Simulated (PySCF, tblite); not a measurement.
# C₈H₁₀SSi: infrared bands, NMR shifts and electronic excitations at several levels of theory

How much do the infrared bands, NMR shifts and electronic excitations of C₈H₁₀SSi (`C1=C[C@H](c2cccs2)[SiH2]C1`) depend on the level of theory, and what does each level cost?

Programs: tblite 0.8.0 and PySCF 2.14.0, with density-fitted response routines of our own. Each step states its level of theory. These are calculated values for one molecule, in the gas phase or a continuum, unless marked as measured. Atoms count from 0, in the outputs and in this text.

### Step 1. The starting structure

20 atoms, charge 0, multiplicity 1; geometry from: force field or distance geometry start.

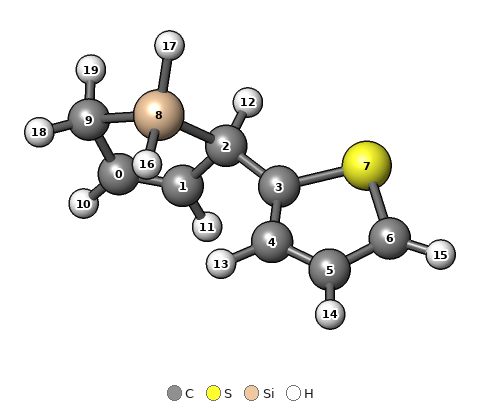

As it starts; carbon grey, sulfur yellow, silicon light orange, hydrogen white, atoms numbered.

### Step 2. Geometry optimisation with GFN2-xTB

What the job is given:

```
{"job": {"kind": "relax", "xc": "GFN2-xTB", "basis": "xTB"}, "charge": 0, "multiplicity": 1}
C     -2.351100    -0.203300    -0.992300
C     -1.185700     0.206700    -1.291900
C     -0.336700     0.830400    -0.243200
C      1.077100     0.444400    -0.320600
C      1.633100    -0.796600    -0.234000
C      2.967700    -0.868000    -0.332500
C      3.637200     0.322400    -0.486600
S      2.355700     1.652000    -0.506000
Si    -1.195000     0.156300     1.276500
C     -2.864900    -0.024000     0.386800
H     -3.031300    -0.690000    -1.758300
H     -0.760200     0.082600    -2.321000
H     -0.482800     1.933700    -0.325300
H      1.003500    -1.703300    -0.118100
H      3.527100    -1.814100    -0.282000
H      4.727800     0.423800    -0.557300
H     -0.659500    -1.141200     1.637200
H     -1.273000     1.109000     2.369700
H     -3.442000    -0.869100     0.769200
H     -3.352100     0.959000     0.507100
```

The run is started by

```
OMP_NUM_THREADS=1 python probes_run.py task.json out
```

One launch serves the whole session: the jobs run in the order shown.

Standard output:

```text
step      E/eV     max force
  0    -738.08305    4.774
  1    -738.39841    3.845
  2    -738.61772    0.983
  3    -738.68764    0.682
  4    -738.73035    0.687
  5    -738.76653    0.571
  6    -738.78475    0.424
  7    -738.79793    0.254
  8    -738.80710    0.219
  9    -738.81588    0.222
 10    -738.82343    0.226
 11    -738.82888    0.221
 12    -738.83221    0.198
 13    -738.83495    0.199
 14    -738.83840    0.187
 15    -738.84245    0.217
 16    -738.84569    0.148
 17    -738.84783    0.108
 18    -738.84973    0.109
 19    -738.85176    0.124
 20    -738.85367    0.116
 21    -738.85531    0.107
 22    -738.85688    0.110
 23    -738.85897    0.140
 24    -738.86194    0.193
 25    -738.86536    0.176
 26    -738.86829    0.113
 27    -738.87053    0.112
 28    -738.87228    0.126
 29    -738.87359    0.108
 30    -738.87447    0.056
 31    -738.87500    0.040
 32    -738.87539    0.047
 33    -738.87578    0.061
 34    -738.87619    0.066
 35    -738.87660    0.051
 36    -738.87699    0.052
 37    -738.87738    0.049
 38    -738.87786    0.064
 39    -738.87846    0.084
 40    -738.87918    0.073
 41    -738.87992    0.065
 42    -738.88059    0.061
 43    -738.88124    0.054
 44    -738.88194    0.062
 45    -738.88270    0.060
 46    -738.88350    0.070
 47    -738.88439    0.068
 48    -738.88544    0.074
 49    -738.88671    0.090
 50    -738.88817    0.093
 51    -738.88985    0.116
 52    -738.89191    0.144
 53    -738.89453    0.150
 54    -738.89752    0.128
 55    -738.90013    0.108
 56    -738.90200    0.076
 57    -738.90227    0.162
 58    -738.90424    0.105
 59    -738.90520    0.072
 60    -738.90705    0.060
 61    -738.90761    0.068
 62    -738.90914    0.074
 63    -738.91036    0.074
 64    -738.91168    0.064
 65    -738.91236    0.061
 66    -738.91272    0.053
 67    -738.91302    0.044
 68    -738.91340    0.050
 69    -738.91381    0.067
 70    -738.91425    0.056
 71    -738.91463    0.052
 72    -738.91494    0.038
 73    -738.91521    0.034
 74    -738.91546    0.048
 75    -738.91574    0.050
 76    -738.91612    0.055
 77    -738.91664    0.051
 78    -738.91729    0.051
 79    -738.91782    0.052
 80    -738.91822    0.045
 81    -738.91852    0.042
 82    -738.91884    0.040
 83    -738.91915    0.041
 84    -738.91944    0.037
 85    -738.91978    0.046
 86    -738.92026    0.057
 87    -738.92076    0.055
 88    -738.92115    0.066
 89    -738.92157    0.042
 90    -738.92198    0.037
 91    -738.92237    0.041
 92    -738.92263    0.041
 93    -738.92278    0.028
 94    -738.92287    0.022
 95    -738.92296    0.019
 96    -738.92303    0.025
 97    -738.92308    0.021
 98    -738.92311    0.013
 99    -738.92313    0.009
```

It took 0.85 s on 1 thread of Arm Neoverse V2, shared host.

Relaxation path: (not every step is listed)

| step | energy from step 0 (eV) | largest force (eV/Å) |
| --- | --- | --- |
| 0 | 0.0000 | 4.7739 |
| 1 | -0.3154 | 3.8449 |
| 2 | -0.5347 | 0.9829 |
| 3 | -0.6046 | 0.6820 |
| 4 | -0.6473 | 0.6874 |
| 5 | -0.6835 | 0.5713 |
| 6 | -0.7017 | 0.4243 |
| 7 | -0.7149 | 0.2537 |
| 8 | -0.7241 | 0.2191 |
| 16 | -0.7626 | 0.1480 |
| 24 | -0.7789 | 0.1925 |
| 32 | -0.7923 | 0.0475 |
| 40 | -0.7961 | 0.0735 |
| 48 | -0.8024 | 0.0742 |
| 56 | -0.8190 | 0.0760 |
| 64 | -0.8286 | 0.0640 |
| 72 | -0.8319 | 0.0382 |
| 80 | -0.8352 | 0.0449 |
| 88 | -0.8381 | 0.0661 |
| 94 | -0.8398 | 0.0220 |
| 95 | -0.8399 | 0.0194 |
| 96 | -0.8400 | 0.0246 |
| 97 | -0.8400 | 0.0212 |
| 98 | -0.8401 | 0.0130 |
| 99 | -0.8401 | 0.0088 |

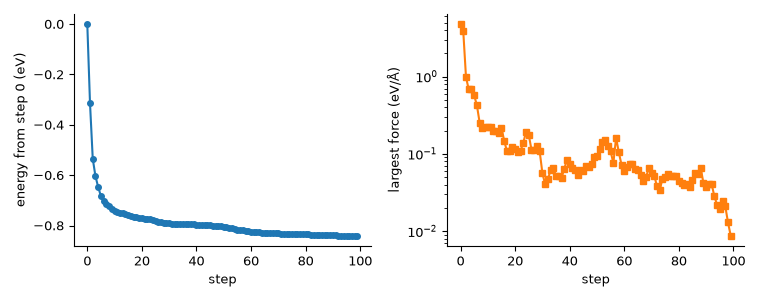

Energy and largest force along the relaxation.

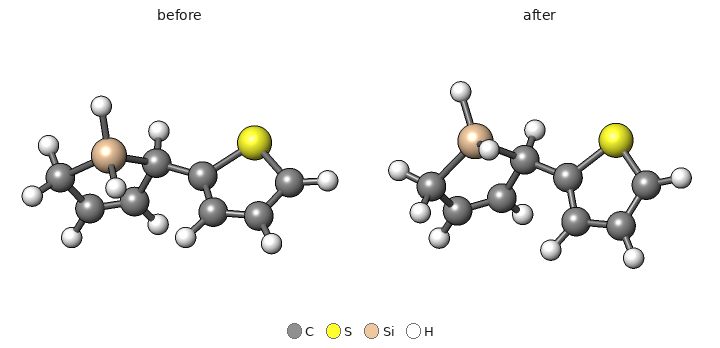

The geometry before (left) and after (right).

Close pairs (by a distance rule), those that changed most:

| bond | before (Å) | after (Å) | change (Å) |
| --- | --- | --- | --- |
| C6–S7 | 1.847 | 1.724 | -0.123 |
| C4–C5 | 1.340 | 1.414 | +0.074 |
| C2–Si8 | 1.871 | 1.929 | +0.058 |
| C0–H10 | 1.134 | 1.081 | -0.053 |
| C0–C1 | 1.271 | 1.321 | +0.050 |
| C1–H11 | 1.120 | 1.081 | -0.040 |
| C4–H13 | 1.110 | 1.076 | -0.034 |
| C3–S7 | 1.768 | 1.736 | -0.032 |

The next job starts from the end point, and lists it.

### Step 3. Vibrational analysis with GFN2-xTB

What the job is given:

```
{"job": {"kind": "ir", "xc": "GFN2-xTB", "basis": "xTB"}, "charge": 0, "multiplicity": 1}
C     -2.272985    -0.264966    -0.978041
C     -1.176136     0.373940    -1.344258
C     -0.298540     0.992517    -0.290195
C      1.072057     0.428379    -0.335125
C      1.450025    -0.845685    -0.628895
C      2.846357    -1.049957    -0.535960
C      3.515045     0.067762    -0.163107
S      2.449910     1.401577     0.076621
Si    -1.217635     0.599930     1.359475
C     -2.614098    -0.354732     0.479652
H     -2.941232    -0.727140    -1.691024
H     -0.868382     0.465725    -2.376035
H     -0.231202     2.071721    -0.457449
H      0.751027    -1.613120    -0.911157
H      3.326141    -1.991133    -0.739389
H      4.567034     0.203777    -0.011443
H     -0.411938    -0.234036     2.251279
H     -1.671688     1.818757     2.032279
H     -2.675376    -1.401543     0.782617
H     -3.603534     0.068907     0.657725
```

Standard output:

```text
mode    cm-1     km/mol
  1      30.6      0.17
  2      34.5      0.22
  3      95.4      0.24
  4     152.9      0.27
  5     235.6      0.46
  6     273.1      1.73
  7     359.2      2.31
  8     442.6     22.19
  9     455.3     18.35
 10     470.5      0.92
 11     510.7      1.73
 12     545.0      0.67
 13     573.5     16.90
 14     640.0     23.02
 15     647.1    191.88
 16     691.1     66.52
 17     726.7     10.49
 18     731.2      8.79
 19     733.0      8.05
 20     766.7    171.70
 21     777.6     60.58
 22     807.1     15.14
 23     819.7     55.38
 24     834.8     21.45
 25     845.4      0.54
 26     847.2     27.63
 27     901.0      0.19
 28     987.3      5.32
 29    1023.6      5.35
 30    1061.6     17.70
 31    1075.8      0.90
 32    1096.4      2.88
 33    1112.5     31.62
 34    1124.0     23.51
 35    1177.9     18.57
 36    1196.2      4.58
 37    1240.8     13.53
 38    1256.1     29.16
 39    1311.7     25.34
 40    1343.7      7.23
 41    1462.1      6.50
 42    1478.5     36.59
 43    1568.3     10.03
 44    1712.5     18.15
 45    2259.2    355.46
 46    2274.6    232.02
 47    2928.1     26.46
 48    2958.3     32.73
 49    2984.4     29.89
 50    3058.3     30.01
 51    3075.5     78.07
 52    3118.7     22.22
 53    3129.0     31.66
 54    3164.7     11.83
```

Run time: 0.88 s. Hardware: 1 thread of Arm Neoverse V2, shared host.

Which atoms move in the most intense modes:

| cm⁻¹ | km/mol | atoms |
| --- | --- | --- |
| 647 | 191.9 | H16 48 %, H17 37 % |
| 691 | 66.5 | H10 15 %, C2 12 %, H11 12 % |
| 767 | 171.7 | H16 43 %, H17 42 % |
| 778 | 60.6 | C9 23 %, H19 19 %, C2 11 %, Si8 10 % |
| 820 | 55.4 | C2 14 %, C9 12 %, H13 10 % |
| 2259 | 355.5 | H17 94 % |
| 2275 | 232.0 | H16 94 % |
| 3076 | 78.1 | H11 61 %, H10 31 % |

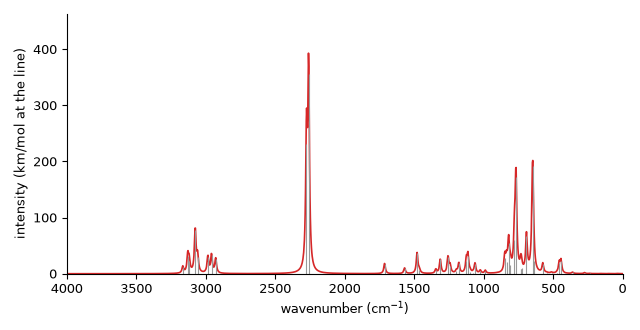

The infrared spectrum from these modes, unscaled. Lines are broadened to a width of 14 cm⁻¹ (Lorentzian).

### Step 4. Geometry optimisation at PBE0-D3(BJ)/def2-SVP

What the job is given:

```
{"job": {"xc": "PBE0", "basis": "def2-SVP", "d3": "d3bj", "grid": 1, "shake": 0.01, "kind": "geom"}, "charge": 0, "multiplicity": 1}
C     -2.252580    -0.290520    -0.973860
C     -1.181810     0.369410    -1.346410
C     -0.318740     0.990200    -0.298850
C      1.105290     0.430640    -0.338650
C      1.447210    -0.852370    -0.639450
C      2.842450    -1.045140    -0.538350
C      3.524620     0.065760    -0.162860
S      2.465370     1.407030     0.071570
Si    -1.219460     0.605340     1.378830
C     -2.616790    -0.357170     0.489680
H     -2.950100    -0.730060    -1.682200
H     -0.862580     0.466640    -2.369330
H     -0.259480     2.081930    -0.467050
H      0.734340    -1.610360    -0.904150
H      3.321690    -2.001900    -0.739130
H      4.566510     0.217830    -0.003970
H     -0.410000    -0.222920     2.249220
H     -1.680950     1.824600     2.038100
H     -2.677520    -1.409370     0.784910
H     -3.628470     0.075810     0.662640
```

Standard output:

```text
step   0  E = -997.47618152  max force = 0.033373
step   1  E = -997.48316343  max force = 0.003942
step   2  E = -997.48318290  max force = 0.003009
step   3  E = -997.48328056  max force = 0.001132
step   4  E = -997.48327935  max force = 0.001992
step   5  E = -997.48330430  max force = 0.000448
step   6  E = -997.48331136  max force = 0.000325
optimisation converged
```

Run time: 2.2 min. Hardware: 1 thread of Arm Neoverse V2, shared host; peak memory 0.92 GiB.

Relaxation path:

| step | energy from step 0 (eV) | largest force component (eV/Å) |
| --- | --- | --- |
| 0 | 0.0000 | 1.7161 |
| 1 | -0.1900 | 0.2027 |
| 2 | -0.1905 | 0.1547 |
| 3 | -0.1932 | 0.0582 |
| 4 | -0.1931 | 0.1024 |
| 5 | -0.1938 | 0.0230 |
| 6 | -0.1940 | 0.0167 |

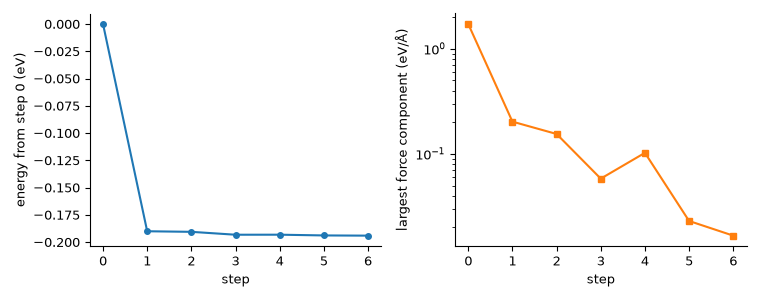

Energy and largest force along the relaxation.

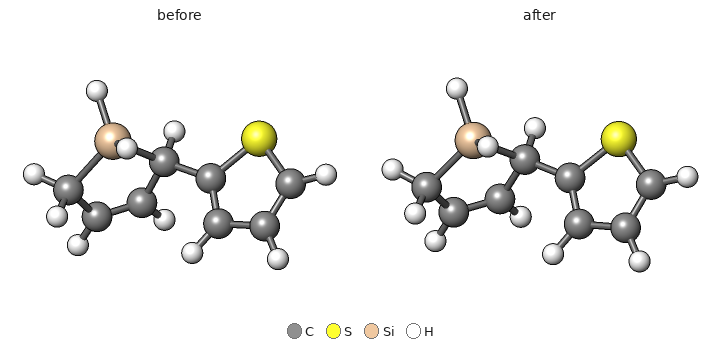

Before and after, at one scale.

Close pairs (by a distance rule), those that changed most:

| bond | before (Å) | after (Å) | change (Å) |
| --- | --- | --- | --- |
| Si8–H16 | 1.449 | 1.492 | +0.043 |
| Si8–H17 | 1.461 | 1.496 | +0.035 |
| C2–C3 | 1.531 | 1.496 | -0.034 |
| C0–C1 | 1.312 | 1.340 | +0.029 |
| C6–H15 | 1.065 | 1.089 | +0.024 |
| C1–H11 | 1.076 | 1.096 | +0.020 |
| C2–Si8 | 1.943 | 1.924 | -0.019 |
| C1–C2 | 1.493 | 1.511 | +0.018 |

The next job starts from the end point, and lists it.

| at the end point | value |
| --- | --- |
| point group (found at 0.08 Å tolerance) | C1 |
| rotational constants (GHz, main isotopes) | 2.238, 0.624, 0.570 |
| dipole moment (D) | 1.08 |

### Step 5. NMR shieldings: PBE0/pcSseg-1

What the job is given:

```
{"job": {"kind": "nmr", "xc": "PBE0", "basis": "pcSseg-1"}, "charge": 0, "multiplicity": 1}
C     -2.639946    -0.442259    -0.572976
C     -1.536663     0.207582    -0.969234
C     -0.596225     0.789126     0.060015
C      0.777223     0.201084    -0.024580
C      1.141991    -1.075058    -0.381673
C      2.545731    -1.301208    -0.293262
C      3.231539    -0.196792     0.133807
S      2.168730     1.125304     0.422933
Si    -1.511716     0.377510     1.701222
C     -2.949306    -0.568811     0.895183
H     -3.323283    -0.879399    -1.310185
H     -1.279684     0.306480    -2.029591
H     -0.527958     1.884175    -0.064396
H      0.415445    -1.824145    -0.700328
H      3.029373    -2.247627    -0.539807
H      4.303740    -0.082823     0.285819
H     -0.675292    -0.446634     2.621439
H     -1.965155     1.605745     2.423967
H     -3.009016    -1.625322     1.208215
H     -3.928861    -0.123132     1.139288
```

Method: GIAO PBE0/pcSseg-1 NMR shielding, non-relativistic, gas phase.

Standard output:

```text
coarse grid: 18136 points
cycle   1  E = -997.7100374856  dE =  1.535e+00  |g| = 4.428e-01  |ddm| = 4.443e+00
cycle   2  E = -997.6786138886  dE =  3.142e-02  |g| = 5.576e-01  |ddm| = 1.044e+00
cycle   3  E = -997.7608880976  dE = -8.227e-02  |g| = 9.991e-02  |ddm| = 7.133e-01
cycle   4  E = -997.7634511455  dE = -2.563e-03  |g| = 4.155e-02  |ddm| = 1.781e-01
cycle   5  E = -997.7638963596  dE = -4.452e-04  |g| = 1.050e-02  |ddm| = 5.029e-02
cycle   6  E = -997.7639223787  dE = -2.602e-05  |g| = 3.374e-03  |ddm| = 1.501e-02
cycle   7  E = -997.7639245938  dE = -2.215e-06  |g| = 1.281e-03  |ddm| = 3.945e-03
final grid: 167056 points
cycle   8  E = -997.8266524925  dE = -3.047e-05  |g| = 9.521e-03  |ddm| = 4.357e-02
cycle   9  E = -997.8266269905  dE =  2.550e-05  |g| = 1.349e-02  |ddm| = 2.375e-02
cycle  10  E = -997.8266758547  dE = -4.886e-05  |g| = 1.495e-03  |ddm| = 1.626e-02
cycle  11  E = -997.8266764740  dE = -6.193e-07  |g| = 4.427e-04  |ddm| = 2.262e-03
cycle  12  E = -997.8266765204  dE = -4.644e-08  |g| = 1.143e-04  |ddm| = 5.198e-04
cycle  13  E = -997.8266765229  dE = -2.445e-09  |g| = 6.262e-05  |ddm| = 1.865e-04
cycle  14  E = -997.8266765239  dE = -9.650e-10  |g| = 1.708e-05  |ddm| = 7.319e-05
converged SCF energy = -997.8266765239

GIAO shielding tensors (ppm)
atom      isotropic    diamagn.    paramagn.     s11        s22        s33       span
  0 C       42.168     255.979    -213.811    -68.985     56.928    138.561    207.546
  1 C       40.569     254.044    -213.475    -70.910     62.164    130.453    201.362
  2 C      151.088     246.932     -95.843    133.964    149.850    169.450     35.486
  3 C       27.836     261.267    -233.431    -48.072      8.256    123.323    171.395
  4 C       58.815     250.312    -191.497    -21.148     46.336    151.256    172.404
  5 C       52.090     254.067    -201.977    -31.706     40.312    147.665    179.370
  6 C       55.326     264.384    -209.058    -34.789     61.167    139.600    174.389
  7 S      274.767    1057.694    -782.926    135.056    312.319    376.928    241.872
  8 Si     366.432     879.530    -513.098    309.169    366.786    423.342    114.174
  9 C      169.526     255.731     -86.205    155.779    158.043    194.756     38.977
 10 H       25.011      30.263      -5.252     22.846     24.818     27.368      4.522
 11 H       25.184      31.638      -6.454     22.907     25.569     27.077      4.170
 12 H       27.738      30.580      -2.842     22.124     28.195     32.896     10.772
 13 H       24.632      32.861      -8.230     20.657     24.104     29.134      8.478
 14 H       24.319      29.668      -5.349     21.239     24.565     27.155      5.915
 15 H       24.396      30.141      -5.745     21.414     24.305     27.469      6.055
 16 H       27.271      28.618      -1.347     23.635     27.184     30.995      7.360
 17 H       26.713      28.580      -1.867     22.838     24.955     32.346      9.508
 18 H       29.413      29.845      -0.432     25.804     26.056     36.379     10.575
 19 H       29.555      27.830       1.725     25.073     26.502     37.089     12.016
```

Run time: 41 s. Hardware: 1 thread of Arm Neoverse V2, shared host; peak memory 1.2 GiB.

The references, computed at this level on geometries of the same kind, shield at (ppm): 1H TMS 31.27, 13C TMS 184.4, 29Si TMS 352.0, 33S CS2 496. Their shielding less the atom's gives the shift. The references are single molecules in the gas phase.

| atoms | environment | σ (ppm) | δ (ppm) | δ scaled to CDCl3 |
| --- | --- | --- | --- | --- |
| C3 | substituted aromatic carbon next to the ring sulfur | 27.8 | 156.6 | 148.0 |
| C1 | alkene CH | 40.6 | 143.8 | 139.2 |
| C0 | alkene CH | 42.2 | 142.2 | 137.6 |
| C5 | aromatic CH | 52.1 | 132.3 | 128.0 |
| C6 | aromatic CH next to the ring sulfur | 55.3 | 129.1 | 121.3 |
| C4 | aromatic CH | 58.8 | 125.6 | 121.4 |
| C2 | sp3 CH bonded to Si, on an aromatic ring | 151.1 | 33.3 | 31.8 |
| C9 | allylic sp3 CH2 bonded to Si | 169.5 | 14.9 | 13.9 |
| H14 | hydrogen on an aromatic CH | 24.32 | 6.95 | 6.80 |
| H15 | hydrogen on an aromatic CH next to the ring sulfur | 24.40 | 6.87 | 6.73 |
| H13 | hydrogen on an aromatic CH | 24.63 | 6.64 | 6.50 |
| H10 | hydrogen on an alkene CH | 25.01 | 6.26 | 6.15 |
| H11 | hydrogen on an alkene CH | 25.18 | 6.08 | 5.98 |
| H17 | hydrogen on a silicon bonded to 2 C, in a 5-membered ring | 26.71 | 4.55 | – |
| H16 | hydrogen on a silicon bonded to 2 C, in a 5-membered ring | 27.27 | 4.00 | – |
| H12 | hydrogen on an sp3 CH bonded to Si, on an aromatic ring | 27.74 | 3.53 | 3.56 |
| H18 | hydrogen on an allylic sp3 CH2 bonded to Si | 29.41 | 1.85 | 1.97 |
| H19 | hydrogen on an allylic sp3 CH2 bonded to Si | 29.55 | 1.71 | 1.84 |
| S7 | aromatic ring sulfur | 275 | 221 | – |
| Si8 | silicon bonded to 2 C, 2 H, in a 5-membered ring | 366.4 | -14.4 | – |

The scaled column applies a straight-line fit of computed shieldings to shifts measured in CDCl3, with any fitted terms for Cl, Br or S neighbours (root-mean-square error 0.21 ppm for H, 2.0 ppm for C).

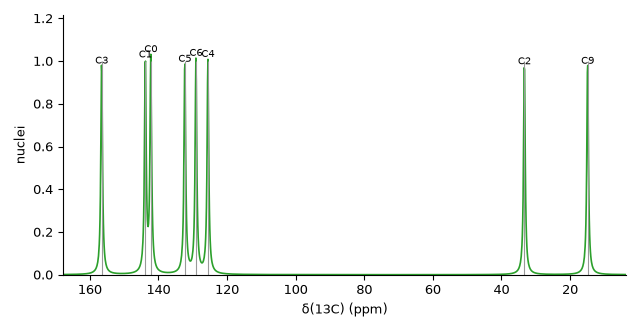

13C lines at the computed shifts, without couplings. Lines are broadened to a width of 0.57 ppm (Lorentzian).

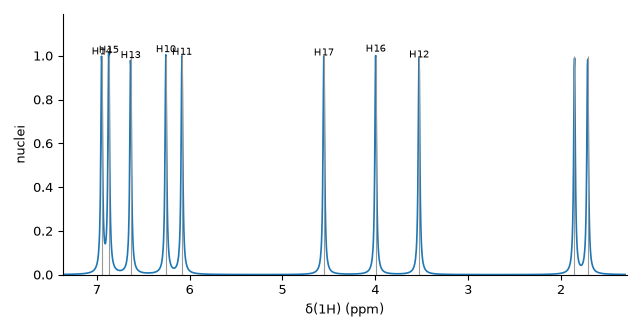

1H lines at the computed shifts, without couplings. Lines are broadened to a width of 0.02 ppm (Lorentzian).

Charges from the same density, by scheme (e):

| atoms | Mulliken | IAO | Hirshfeld | ESP fit |
| --- | --- | --- | --- | --- |
| C0 | -0.16 | -0.14 | -0.04 | -0.05 |
| C1 | -0.09 | -0.15 | -0.05 | -0.45 |
| C2 | -0.39 | -0.38 | -0.12 | 0.19 |
| C3 | -0.38 | -0.14 | -0.03 | -0.21 |
| C4 | -0.02 | -0.21 | -0.09 | 0.06 |
| C5 | -0.05 | -0.18 | -0.08 | -0.43 |
| C6 | -0.28 | -0.33 | -0.09 | -0.11 |
| S7 | 0.28 | 0.32 | 0.09 | -0.02 |
| Si8 | 0.73 | 0.75 | 0.34 | 0.32 |
| C9 | -0.50 | -0.55 | -0.16 | -0.22 |

IAO charges:

C0 -0.14; C1 -0.15; C2 -0.38; C3 -0.14; C4 -0.21; C5 -0.18; C6 -0.33; S7 0.32; Si8 0.75; C9 -0.55; H10 0.15; H11 0.15; H12 0.16; H13 0.16; H14 0.16; H15 0.17; H16 -0.11; H17 -0.12; H18 0.15; H19 0.16

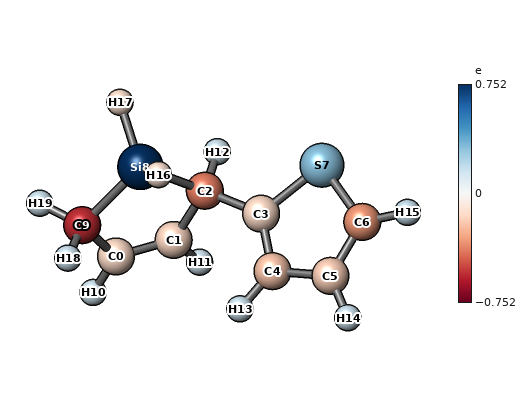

IAO charges, as colours on the atoms.

Mayer bond orders: C0–C1 1.89, C1–C2 1.02, C2–C3 0.99, C3–C4 1.56, C4–C5 1.26, C5–C6 1.59, C6–S7 1.15, C2–Si8 0.83, Si8–C9 0.90, C9–C0 1.03, S7–C3 1.17.

Ring of atoms C0, C1, C2, Si8, C9: NICS(0) -2.4, NICS(1) -2.9, NICS(1)zz -2.2 ppm (means of both faces).

Ring of atoms C3, C4, C5, C6, S7: NICS(0) -12.1, NICS(1) -10.8, NICS(1)zz -24.9 ppm (means of both faces).

(Part 1 of 2 ends here.)
